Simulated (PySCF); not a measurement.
# C$_{4}$H$_{9}$ClOSi (SMILES C=C(C)O[SiH2]CCl): what the fields show

| atom | x (Å) | y (Å) | z (Å) |
| --- | --- | --- | --- |
| C | -1.5777 | -1.5478 | -0.3412 |
| C | -1.3064 | -0.2704 | -0.1295 |
| C | -2.3401 | 0.8028 | 0.0269 |
| O | -0.0429 | 0.2188 | -0.0304 |
| Si | 1.4186 | -0.4745 | -0.1328 |
| C | 2.5585 | 1.0151 | 0.1814 |
| Cl | 4.2418 | 0.4590 | 0.0430 |
| H | -2.5909 | -1.8950 | -0.4113 |
| H | -0.7937 | -2.2743 | -0.4505 |
| H | -2.2281 | 1.5386 | -0.7678 |
| H | -3.3396 | 0.3830 | -0.0114 |
| H | -2.1972 | 1.3150 | 0.9768 |
| H | 1.6760 | -1.0275 | -1.4615 |
| H | 1.6263 | -1.4845 | 0.9044 |
| H | 2.4354 | 1.8150 | -0.5443 |
| H | 2.4525 | 1.4355 | 1.1784 |

Geometry: GFN2-xTB.

Theory: PySCF 2.14.0, PBE0/pcSseg-1, SCF density, gas phase, non-relativistic.

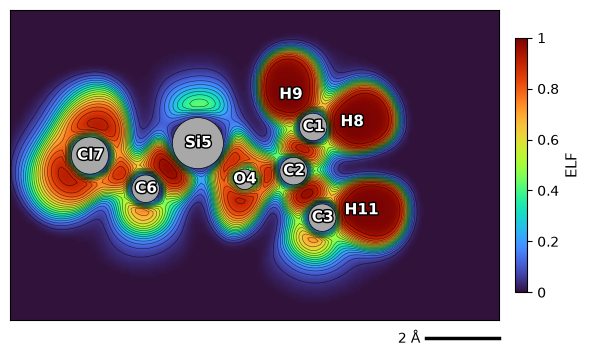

Figure 1. ELF on the plane of atoms C2, O4 and Si5. Grey discs cover the atomic cores.

What does the map show?

The plane passes through C, O, Si, Cl and H nuclei. C–C (1.32 Å): the ELF peaks at about 0.95 between the atoms: a short, multiple covalent bond. C–O (1.36 Å): the ELF peaks at about 0.90 between the atoms (a polar covalent bond). Si–O (1.62 Å): the ELF peaks at about 0.85 between the atoms: a polar covalent bond. C–Cl (1.78 Å): the ELF peaks at about 0.90 between the atoms; localised, covalent bonding. C–Si (1.90 Å): the ELF peaks at about 1 between the atoms; localised, covalent bonding. The ELF also peaks beside O4 and Cl7, away from the bonds: lone-pair regions.

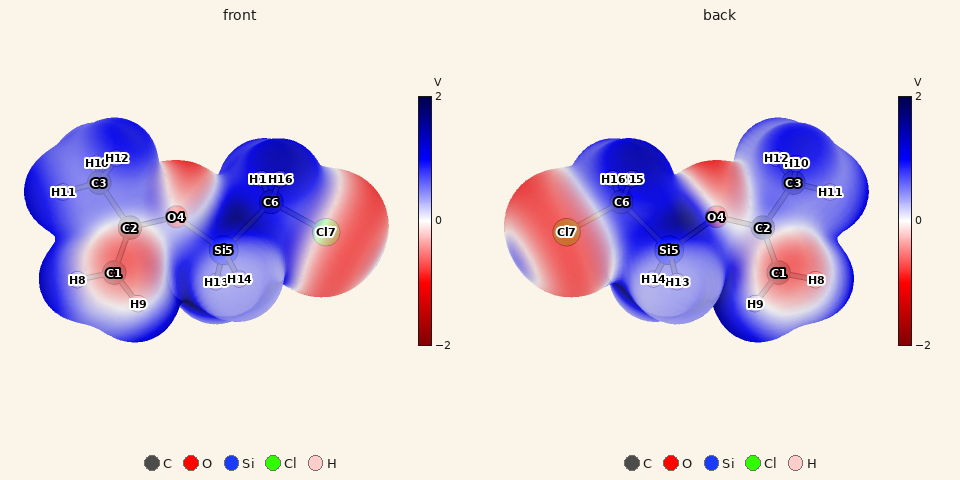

Figure 2. The molecular electrostatic potential painted on the density surface at 0.004 e/bohr³, seen from the front and from behind; the colour scale runs from red (negative) to blue (positive).

Describe the electrostatic potential map.

The most negative region (about −0.8 V) lies over O4 and Cl7, the most positive (about +1.8 V) over Si5. Cl7 shows a σ-hole: about +0.5 V at the tip opposite its bond, against about −0.6 V on its flanks.

How polar is the molecule by this calculation?

Its dipole moment is 2.31 D.
